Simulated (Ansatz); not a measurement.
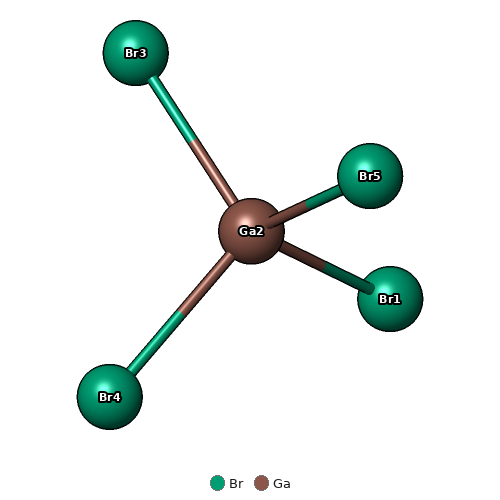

The system is Br4Ga, SMILES [Br][Ga-]([Br])([Br])[Br], charge −1; the picture shows the reference structure. First axis: bond length Br1–Ga2. Second axis: bond length Ga2–Br4. Nothing is relaxed (all other coordinates rigid). The grid has 7 × 7 points; 28 points were computed and 21 follow by symmetry. Points are written as (first, second). Energies: kJ/mol, counted from the relaxed molecule at the same level. The reference is spin-restricted, which grows unreliable where a bond is stretched far. These are results of RHF/def2-SVPD (Ansatz), not measurements.

Its coordinates:

```xyz
5

Br   -1.1042   -0.0969    2.1080
Ga   -0.0001    0.0000    0.0000
Br    1.8437   -1.5076   -0.0005
Br   -1.5254   -0.6109   -1.7241
Br    0.7858    2.2153   -0.3835
```

Range: bond length Br1–Ga2 from 1.95 to 3.57 Å; bond length Ga2–Br4 from 1.95 to 3.57 Å.

What will the energy surface look like?

The lowest grid point is at (2.49 Å, 2.49 Å), 11 kJ/mol from the relaxed molecule at the same level. The bottom of the well lies between grid points, at about (2.38 Å, 2.38 Å), about 12 kJ/mol lower on the interpolated surface. No other kind of well shows on this grid. The highest grid point, (3.57 Å, 3.57 Å), lies 395 kJ/mol above the lowest. Round the minimum the two coordinates are weakly coupled (coupling 0.07 in units of the two stiffnesses).

```tsv
bond length Ga2–Br4 ↓, bond length Br1–Ga2 →	1.95	2.22	2.49	2.76	3.03	3.30	3.57
3.57	315	180	187	240	302	359	406
3.30	282	144	148	199	258	313	359
3.03	243	101	102	149	206	258	302
2.76	201	54	51	95	149	199	240
2.49	173	19	11	51	102	148	187
2.22	195	33	19	54	101	144	180
1.95	368	195	173	201	243	282	315
```

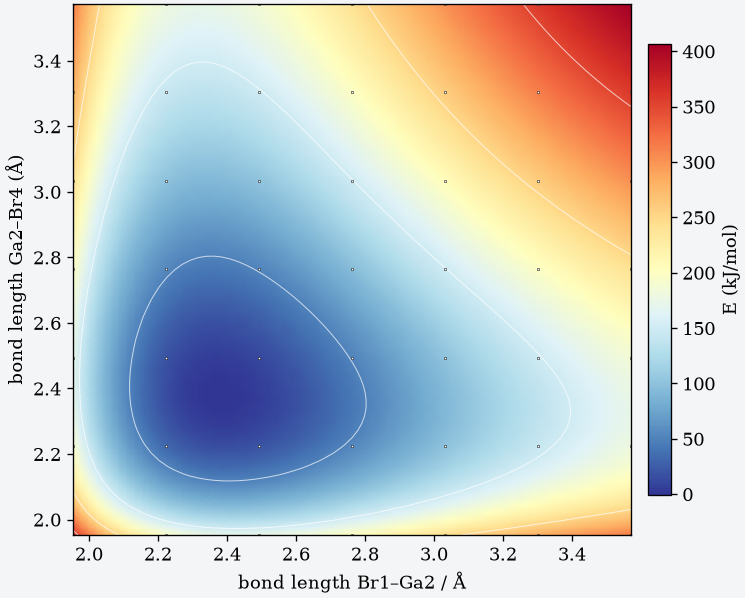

Drawn: a smooth colour map with a few white contour lines, dots at the grid points. Between grid points the surface is interpolated.

Time for the 28 points that were run: 14 min on 1 thread of Arm Neoverse V2, on a shared host.
